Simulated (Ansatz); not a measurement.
# GaHF (doublet): correlated methods under varied settings at a displaced geometry (v1)

Aim: run GaHF (doublet) at one geometry under a spread of methods and options, and see what each costs and gives.

Computed with Ansatz 0.2.0, Gaussian basis. Level: the settings change from run to run.

34 further runs of the same task are left out: 15 for a known fault of the program, 8 that didn't finish, 11 set aside as unsound or not needed. Runs told in other sessions of the task aren't counted.

### Step 1. What is computed

The geometry is a PBE0/def2-TZVP stationary point (not a proven minimum) with its atoms shifted at random (size 0.040 Å). No spin-orbit coupling is included. The filled d shell of Ga may be among the frozen orbitals whatever the setting's name suggests.

3 atoms, charge 0, spin multiplicity 2.

Atoms are counted from 1 here; the program's logs count them from 0.

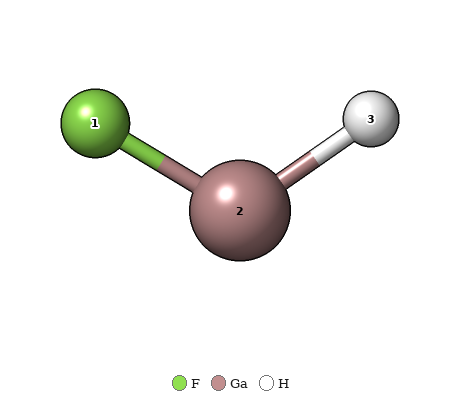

The structure; fluorine green, gallium pink, hydrogen white; atoms are numbered from 1 in the order of the file.

### Step 2. HF (ROHF)/cc-pVDZ

Input file in.yaml:

```yaml
crystal:
  periodic: [false, false, false]
  atoms:
    - {symbol: F, position_ang: [0.000118, 0.096926, 1.407290]}
    - {symbol: Ga, position_ang: [-0.000715, -0.047077, -0.366508]}
    - {symbol: H, position_ang: [0.047249, 1.429548, -1.172922]}
basis:
  gaussian: {orbitals: cc-pVDZ, fitting: {mean_field: def2-universal-jkfit}}
magnetization: {spin_polarized: false, initial_magnetization: 1}
hamiltonian: {xc: hf}
accuracy: high
output: {orbitals: {seedname: orbitals}}
```

Started as:

```sh
ansatz run in.yaml --threads 1 --pin off --events-out ev --progress --plain --max-ram 2393MiB
```

Output:

```text
Functional definition: HF
  name "HF"
  cite "Fock, Z. Phys. 61, 126 (1930) doi:10.1007/BF01340294"
  parent pbe
  exchange = exact_x
  correlation = 0
361 factors; integrals over basis functions are off by at most 4.4e-1 eV
mean field evaluation 1: about -55053.0474 eV, gradient 3.0e1 eV
mean field evaluation 2: about -55054.1368 eV, gradient 2.5e1 eV
mean field evaluation 4: about -55055.1863 eV, gradient 6.6e-1 eV
mean field evaluation 8: about -55055.2013 eV, gradient 1.2e-8 eV
mean field -55055.20128185 eV, -2023.2413293524 hartree, gradient 1.2e-8 eV, S^2 0.750000; 0 other end points of the search recorded, 0 dependent functions left out
reference -55055.20128185 eV, -2023.2413293524 hartree; 21, 20 occupied and 25, 26 virtual orbitals, 361 factors
Total energy: -55055.20128185 eV, -2023.2413293524 hartree
```

Wall time 0.3 s (1 thread of Arm Neoverse V1, shared host).

### Step 3. MRCISD+Q(relaxed)(1,2)/STO-3G

Input file in.yaml:

```yaml
crystal:
  periodic: [false, false, false]
  atoms:
    - {symbol: F, position_ang: [0.000118, 0.096926, 1.407290]}
    - {symbol: Ga, position_ang: [-0.000715, -0.047077, -0.366508]}
    - {symbol: H, position_ang: [0.047249, 1.429548, -1.172922]}
basis:
  gaussian: {orbitals: STO-3G}
magnetization: {spin_polarized: false, initial_magnetization: 1}
correlation: {method: fic_mrcisd_q_relaxed, electrons: outside_noble_gas, active_space: {window: {electrons: 1, orbitals: 2}}}
```

The command is unchanged.

Output, cut to the lines that bear on the results:

```text
Functional definition: HF
  name "HF"
  cite "Fock, Z. Phys. 61, 126 (1930) doi:10.1007/BF01340294"
  parent pbe
[...]
260 factors; integrals over basis functions are off by at most 7.0e-5 eV
[...]
mean field -54410.55879050 eV, -1999.5511547494 hartree, gradient 2.0e-6 eV, S^2 0.750000; 10 other end points of the search recorded, 0 dependent functions left out
reference -54410.55879050 eV, -1999.5511547494 hartree; 21, 20 occupied and 3, 4 virtual orbitals, 260 factors
state -54410.55879050 eV, -1999.5511547494 hartree
contracted CI cycle   1: correlation 0.00000000 eV, 0.0000000000 hartree, residual 8.31e0 eV
contracted CI cycle   2: correlation -1.76217412 eV, -0.0647587045 hartree, residual 2.92e0 eV
contracted CI cycle   3: correlation -2.07696313 eV, -0.0763269872 hartree, residual 1.03e0 eV
contracted CI cycle   4: correlation -2.11909528 eV, -0.0778753150 hartree, residual 5.08e-1 eV
contracted CI cycle   5: correlation -2.12775245 eV, -0.0781934604 hartree, residual 2.31e-1 eV
contracted CI cycle   6: correlation -2.12946566 eV, -0.0782564197 hartree, residual 1.00e-1 eV
contracted CI cycle   7: correlation -2.12982122 eV, -0.0782694861 hartree, residual 3.86e-2 eV
contracted CI cycle   8: correlation -2.12986746 eV, -0.0782711856 hartree, residual 1.77e-2 eV
contracted CI cycle   9: correlation -2.12987657 eV, -0.0782715203 hartree, residual 6.50e-3 eV
contracted CI cycle  10: correlation -2.12987844 eV, -0.0782715891 hartree, residual 3.39e-3 eV
contracted CI cycle  11: correlation -2.12987880 eV, -0.0782716024 hartree, residual 1.29e-3 eV
state -54410.55879050 eV, -1999.5511547494 hartree; corrected -54412.90093296 eV, -1999.6372268974 hartree
WARN: 1 active orbitals are nearly empty or full. The corrections depend on them more than the energy does, and are more stable in an active space without them
Total energy: -54412.90093296 eV, -1999.6372268974 hartree
```

Wall time 1 s (1 thread of Arm Neoverse V1, shared host).

From the report: 1 determinant; active occupations 1.00, 0.00. The report marks this result as in doubt.

### Step 4. BCCD on UHF/6-31G*

Input file in.yaml:

```yaml
crystal:
  periodic: [false, false, false]
  atoms:
    - {symbol: F, position_ang: [0.000118, 0.096926, 1.407290]}
    - {symbol: Ga, position_ang: [-0.000715, -0.047077, -0.366508]}
    - {symbol: H, position_ang: [0.047249, 1.429548, -1.172922]}
basis:
  gaussian: {orbitals: "6-31G*"}
magnetization: {spin_polarized: true, initial_magnetization: 1}
correlation: {method: bccd, electrons: valence}
```

The command is unchanged.

Output, cut to the lines that bear on the results:

```text
Functional definition: HF
  name "HF"
  cite "Fock, Z. Phys. 61, 126 (1930) doi:10.1007/BF01340294"
  parent pbe
[...]
469 factors; integrals over basis functions are off by at most 9.1e-4 eV
[...]
mean field -55048.34873487 eV, -2022.9895028956 hartree, gradient 5.3e-6 eV, S^2 0.768118; 1 other end points of the search recorded, 0 dependent functions left out
determinant -55048.34873487 eV, -2022.9895028956 hartree, with singles and doubles -55059.17057152 eV, -2023.3871980571 hartree
determinant -55045.34688833 eV, -2022.8791870698 hartree, with singles and doubles -55056.26250132 eV, -2023.2803284485 hartree
10 core orbitals not correlated: weight in the atoms' cores, before any rotation towards them, 1.000 or more for the frozen orbitals, at most 0.000 for the correlated occupied ones
reference -55048.34873487 eV, -2022.9895028956 hartree; 11, 10 occupied and 31, 32 virtual orbitals, 469 factors
second order -11.05239676 eV of doubles, -0.00000000 eV of singles
cycle   1  -10.77368056 eV  change    4.8e-2 eV  update   1.6e-2
[...]
cycle   9  -10.76864453 eV  change   -1.1e-5 eV  update   1.1e-5
Total energy: -55059.11737940 eV, -2023.3852432828 hartree
```

Run time: 3.4 s. Hardware: 1 thread of Arm Neoverse V1, shared host.

From the report: ⟨S²⟩ of the determinant 0.768 (pure doublet: 0.75); correlation -10.7686 eV; largest double amplitude 0.06.

### Step 5. HF (ROHF)/cc-pVDZ

Input file in.yaml:

```yaml
crystal:
  periodic: [false, false, false]
  atoms:
    - {symbol: F, position_ang: [0.000118, 0.096926, 1.407290]}
    - {symbol: Ga, position_ang: [-0.000715, -0.047077, -0.366508]}
    - {symbol: H, position_ang: [0.047249, 1.429548, -1.172922]}
basis:
  gaussian: {orbitals: cc-pVDZ}
magnetization: {spin_polarized: false, initial_magnetization: 1}
hamiltonian: {xc: hf}
output: {orbitals: {seedname: orbitals}}
```

Same command.

Output:

```text
Functional definition: HF
  name "HF"
  cite "Fock, Z. Phys. 61, 126 (1930) doi:10.1007/BF01340294"
  parent pbe
  exchange = exact_x
  correlation = 0
500 factors; integrals over basis functions are off by at most 9.6e-4 eV
mean field evaluation 1: about -55053.0318 eV, gradient 3.0e1 eV
mean field evaluation 2: about -55053.0479 eV, gradient 3.0e1 eV
mean field evaluation 4: about -55055.1191 eV, gradient 1.7e0 eV
mean field evaluation 8: about -55055.2032 eV, gradient 1.9e-1 eV
mean field evaluation 16: about -55055.2041 eV, gradient 1.4e-5 eV
mean field -55055.20409110 eV, -2023.2414325902 hartree, gradient 1.4e-5 eV, S^2 0.750000; 0 other end points of the search recorded, 0 dependent functions left out
reference -55055.20409110 eV, -2023.2414325902 hartree; 21, 20 occupied and 25, 26 virtual orbitals, 500 factors
Total energy: -55055.20409110 eV, -2023.2414325902 hartree
```

It took 0.45 s on 1 thread of Arm Neoverse V1, shared host.

### Step 6. CCSD on UHF/cc-pVDZ

Input file in.yaml:

```yaml
crystal:
  periodic: [false, false, false]
  atoms:
    - {symbol: F, position_ang: [0.000118, 0.096926, 1.407290]}
    - {symbol: Ga, position_ang: [-0.000715, -0.047077, -0.366508]}
    - {symbol: H, position_ang: [0.047249, 1.429548, -1.172922]}
basis:
  gaussian: {orbitals: cc-pVDZ, fitting: {mean_field: def2-universal-jkfit}}
magnetization: {spin_polarized: true, initial_magnetization: 1}
correlation: {method: ccsd, electrons: outside_noble_gas}
scf: {omitted_lower_state_checks: [cluster_reference]}
```

Same command.

Output, cut to the lines that bear on the results:

```text
Functional definition: HF
  name "HF"
  cite "Fock, Z. Phys. 61, 126 (1930) doi:10.1007/BF01340294"
  parent pbe
[...]
361 factors; integrals over basis functions are off by at most 4.4e-1 eV
[...]
mean field -55055.28778491 eV, -2023.2445082810 hartree, gradient 3.0e-6 eV, S^2 0.768172; 0 other end points of the search recorded, 0 dependent functions left out
15 core orbitals not correlated, not the lowest: weight in the atoms' cores, before any rotation towards them, 0.962 or more for the frozen orbitals, at most 0.043 for the correlated occupied ones
reference -55055.28778491 eV, -2023.2445082810 hartree; 6, 5 occupied and 25, 26 virtual orbitals, 361 factors
second order -6.52649935 eV of doubles, -0.00000000 eV of singles
cycle   1  -6.56352310 eV  change   -3.7e-2 eV  update   8.4e-2
[...]
cycle  12  -6.85000709 eV  change   -4.6e-6 eV  update   4.5e-6
Total energy: -55062.13779200 eV, -2023.4962413986 hartree
Checks for a lower state left out: cluster_reference
```

It took 0.6 s on 1 thread of Arm Neoverse V1, shared host.

From the report: ⟨S²⟩ of the determinant 0.768 (pure doublet: 0.75); correlation -6.8500 eV; T1 0.021; largest double amplitude 0.05.

### Step 7. MP2 on UHF/cc-pVDZ

Input file in.yaml:

```yaml
crystal:
  periodic: [false, false, false]
  atoms:
    - {symbol: F, position_ang: [0.000118, 0.096926, 1.407290]}
    - {symbol: Ga, position_ang: [-0.000715, -0.047077, -0.366508]}
    - {symbol: H, position_ang: [0.047249, 1.429548, -1.172922]}
basis:
  gaussian: {orbitals: cc-pVDZ}
magnetization: {spin_polarized: true, initial_magnetization: 1}
correlation: {method: mp2, electrons: all}
scf: {lower_state_search: off}
```

The command is unchanged.

Output, cut to the lines that bear on the results:

```text
Functional definition: HF
  name "HF"
  cite "Fock, Z. Phys. 61, 126 (1930) doi:10.1007/BF01340294"
  parent pbe
[...]
500 factors; integrals over basis functions are off by at most 9.6e-4 eV
[...]
mean field -55055.29064094 eV, -2023.2446132381 hartree, gradient 4.5e-6 eV, S^2 0.768188; 0 other end points of the search recorded, 0 dependent functions left out
reference -55055.29064094 eV, -2023.2446132381 hartree; 21, 20 occupied and 25, 26 virtual orbitals, 500 factors
second order -7.22771276 eV of doubles, -0.00000000 eV of singles
Total energy: -55062.51835370 eV, -2023.5102267830 hartree
Checks for a lower state left out: stability, starts, cluster_reference, orbital_swaps, neighbouring_geometries, increment
```

Run time: 0.48 s. Hardware: 1 thread of Arm Neoverse V1, shared host.

From the report: ⟨S²⟩ of the determinant 0.768 (pure doublet: 0.75).

### Step 8. BCCD/6-31G*

in.yaml, as its differences from that of step 7:

```diff
@@ -7,5 +7,6 @@
 basis:
-  gaussian: {orbitals: cc-pVDZ}
+  gaussian: {orbitals: "6-31G*"}
 magnetization: {spin_polarized: true, initial_magnetization: 1}
-correlation: {method: mp2, electrons: all}
-scf: {lower_state_search: off}
+hamiltonian: {xc: {name: PBE0}}
+correlation: {method: bccd, electrons: valence}
+scf: {omitted_lower_state_checks: [cluster_reference]}
```

Launched as before.

Output, cut to the lines that bear on the results:

```text
Functional definition: PBE0
  name "PBE0"
  cite "Adamo & Barone, J. Chem. Phys. 110, 6158 (1999) doi:10.1063/1.478522"
  cite "Perdew, Burke & Ernzerhof, Phys. Rev. Lett. 77, 3865 (1996) doi:10.1103/PhysRevLett.77.3865"
  parent pbe
[...]
469 factors; integrals over basis functions are off by at most 9.1e-4 eV
[...]
mean field -55093.82930748 eV, -2024.6608831113 hartree, gradient 3.8e-6 eV, S^2 0.756536; 0 other end points of the search recorded, 0 dependent functions left out
10 core orbitals not correlated: weight in the atoms' cores, before any rotation towards them, 1.000 or more for the frozen orbitals, at most 0.000 for the correlated occupied ones
reference -55047.71070344 eV, -2022.9660556731 hartree; 11, 10 occupied and 31, 32 virtual orbitals, 469 factors
second order -11.80817106 eV of doubles, -0.47989310 eV of singles
cycle   1  -10.73576734 eV  change     1.5e0 eV  update   1.3e-1
[...]
cycle  10  -11.37326674 eV  change   -6.9e-6 eV  update   2.1e-5
Total energy: -55059.08397018 eV, -2023.3840155166 hartree
Checks for a lower state left out: cluster_reference
```

Run time: 3 s. Hardware: 1 thread of Arm Neoverse V1, shared host.

From the report: ⟨S²⟩ of the determinant 0.757 (pure doublet: 0.75); correlation -11.3733 eV; largest double amplitude 0.06.

### Step 9. CCSDT(Q)/B/cc-pVDZ

Input file in.yaml:

```yaml
crystal:
  periodic: [false, false, false]
  atoms:
    - {symbol: F, position_ang: [0.000118, 0.096926, 1.407290]}
    - {symbol: Ga, position_ang: [-0.000715, -0.047077, -0.366508]}
    - {symbol: H, position_ang: [0.047249, 1.429548, -1.172922]}
basis:
  gaussian: {orbitals: cc-pVDZ}
magnetization: {spin_polarized: false, initial_magnetization: 1}
hamiltonian: {xc: {name: PBE0}}
correlation: {method: ccsdt_q_b, electrons: outside_noble_gas, diis_vectors: 12}
scf: {lower_state_search: light}
```

Same command.

Output, cut to the lines that bear on the results:

```text
Functional definition: PBE0
  name "PBE0"
  cite "Adamo & Barone, J. Chem. Phys. 110, 6158 (1999) doi:10.1063/1.478522"
  cite "Perdew, Burke & Ernzerhof, Phys. Rev. Lett. 77, 3865 (1996) doi:10.1103/PhysRevLett.77.3865"
  parent pbe
[...]
861 factors; integrals over basis functions are off by at most 2.1e-7 eV
[...]
mean field -55100.56019358 eV, -2024.9082386128 hartree, gradient 4.9e-6 eV, S^2 0.750000; 0 other end points of the search recorded, 0 dependent functions left out
[...]
15 core orbitals not correlated, not the lowest: weight in the atoms' cores, before any rotation towards them, 0.967 or more for the frozen orbitals, at most 0.037 for the correlated occupied ones
reference -55054.64367241 eV, -2023.2208375834 hartree; 6, 5 occupied and 25, 26 virtual orbitals, 861 factors
second order -6.98734756 eV of doubles, -0.33777896 eV of singles
cycle   1  -6.94414119 eV  change    3.7e-1 eV  update   1.2e-1
[...]
cycle  17  -7.45555659 eV  change   -4.5e-7 eV  update   4.9e-7
perturbative correction -0.02139837 eV, -0.0007863756 hartree
Total energy: -55062.12062737 eV, -2023.4956106102 hartree
```

It took 17 s on 1 thread of Arm Neoverse V1, shared host; peak memory 0.33 GiB.

From the report: correlation -7.4770 eV; T1 0.021; largest double amplitude 0.06. The orbitals are Kohn-Sham ones, so correlation energy and T1 don't compare with those on Hartree-Fock orbitals.

### Step 10. CCSDT(Q)/B/STO-3G

Input file in.yaml:

```yaml
crystal:
  periodic: [false, false, false]
  atoms:
    - {symbol: F, position_ang: [0.000118, 0.096926, 1.407290]}
    - {symbol: Ga, position_ang: [-0.000715, -0.047077, -0.366508]}
    - {symbol: H, position_ang: [0.047249, 1.429548, -1.172922]}
basis:
  gaussian: {orbitals: STO-3G}
magnetization: {spin_polarized: true, initial_magnetization: 1}
hamiltonian: {xc: {name: r2SCAN}}
correlation: {method: ccsdt_q_b, electrons: all}
```

Same command.

Output, cut to the lines that bear on the results:

```text
Functional definition: r2SCAN
  name "r2SCAN"
  cite "Furness, Kaplan, Ning, Perdew & Sun, J. Phys. Chem. Lett. 11, 8208 (2020) doi:10.1021/acs.jpclett.0c02405"
  cite "Furness, Kaplan, Ning, Perdew & Sun, J. Phys. Chem. Lett. 11, 9248 (2020) doi:10.1021/acs.jpclett.0c03077"
  parent r2scan
[...]
316 factors; integrals over basis functions are off by at most 5.5e-8 eV
[...]
mean field -54456.46737317 eV, -2001.2382640447 hartree, gradient 5.8e-6 eV, S^2 0.752374; 10 other end points of the search recorded, 0 dependent functions left out
reference -54408.24102593 eV, -1999.4659784726 hartree; 21, 20 occupied and 3, 4 virtual orbitals, 316 factors
second order -2.85699572 eV of doubles, -1.22997694 eV of singles
cycle   1  -3.15634831 eV  change    5.3e-1 eV  update   2.1e-1
[...]
cycle 123  -4.73464437 eV  change    7.4e-7 eV  update   6.3e-7
perturbative correction -0.06568137 eV, -0.0024137458 hartree
WARN: these amplitudes may be one of several solutions (largest doubles amplitude 0.12, level shift 1.56 eV)
Total energy: -54413.04135167 eV, -1999.6423871899 hartree
```

Run time: 70 s. Hardware: 1 thread of Arm Neoverse V1, shared host; peak memory 0.81 GiB.

From the report: ⟨S²⟩ of the determinant 0.752 (pure doublet: 0.75); correlation -4.8003 eV; T1 0.153; largest double amplitude 0.12. The orbitals are Kohn-Sham ones, so correlation energy and T1 don't compare with those on Hartree-Fock orbitals. The report flags that the cluster equations may have other roots.

### Step 11. The runs in one table

Where basis and cores are those of an earlier UCCSDT(Q)/cc-pVDZ run (-55062.2951 eV), and the records show the same count of frozen orbitals and kind of state, the miss against it is given; a blank cell means that this couldn't be shown. † marks a result that the program doubts.

```
                                   level         correlated  functions  energy (eV)  from UCCSDT(Q) (meV)    time
                       HF (ROHF)/cc-pVDZ                            46  -55055.2013                7093.8   0.3 s
         MRCISD+Q(relaxed)(1,2)/STO-3G †  outside noble gas         24  -54412.9009                           1 s
                      BCCD on UHF/6-31G*            valence         52  -55059.1174                         3.4 s
                       HF (ROHF)/cc-pVDZ                            46  -55055.2041                7091.0  0.45 s
                     CCSD on UHF/cc-pVDZ  outside noble gas         46  -55062.1378                 157.3   0.6 s
                      MP2 on UHF/cc-pVDZ                all         46  -55062.5184                        0.48 s
          BCCD/6-31G* (on PBE0 orbitals)            valence         52  -55059.0840                           3 s
   CCSDT(Q)/B/cc-pVDZ (on PBE0 orbitals)  outside noble gas         46  -55062.1206                 174.4    17 s
CCSDT(Q)/B/STO-3G (on r2SCAN orbitals) †                all         24  -54413.0414                          70 s
```

### Step 12. Outcome

| quantity | value |
| --- | --- |
| runs | 9 |
| quickest | HF (ROHF)/cc-pVDZ, 0.3 s |
| slowest | CCSDT(Q)/B/STO-3G (on r2SCAN orbitals) †, 70 s |

What this shows: Total energies in different bases, with other cores or another treatment of relativity can't be set against each other. «valence» and «outside noble gas» are the program's key words; the logs give how many orbitals each freezes, and for Ga to Kr the 3d shell needn't follow the word's plain sense. CCSDT(Q)/B/STO-3G (on r2SCAN orbitals) † took 233 times as long as HF (ROHF)/cc-pVDZ; the jobs differ in more than the method. Among the correlated runs with a miss given, it spans +157 to +174 meV. Hartree-Fock, CASSCF and CASCI lack dynamic correlation by design. Cores frozen from Kohn-Sham orbitals shift the total energy.
